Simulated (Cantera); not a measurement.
Feed: 1 mol Mg(OH)2, 1.2 mol CO2, equilibrated at 0.650 bar.

These are equilibrium values from Cantera (NASA tables, ideal gas, pure condensed phases), not measurements of a reactor. Candidate condensed phases: C, C6H6, C7H8, C8H18, H2O, Mg, MgCO3, MgO, Mg(OH)2; 116 gas species. Kinetics and transport are ignored.

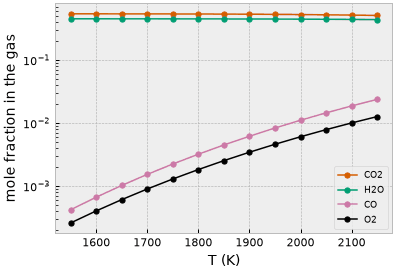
Equilibrium gas composition (values under 1e-9 drawn at 1e-9)

Q: Read off the mole fractions at 2100 K.

A: CO2 about 0.52, H2O about 0.44, CO about 0.019, O2 about 0.010.
